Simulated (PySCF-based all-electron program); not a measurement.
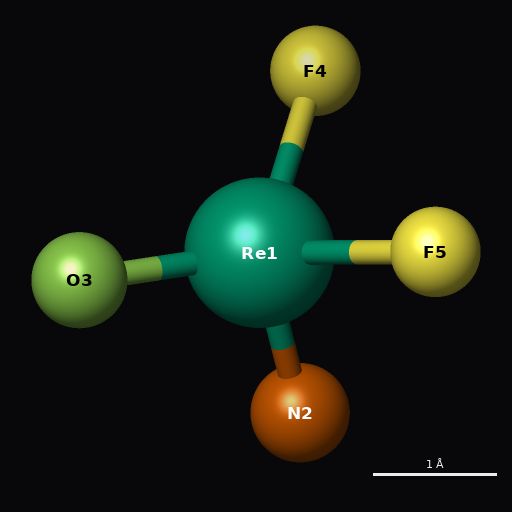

Figure made from data computed with PySCF-based all-electron program.

The species is neutral and a spin singlet. Geometry: a fixed input geometry, not necessarily a minimum.

Q: Which bond is the longest?

A: Re1–F5, 2.083 Å.
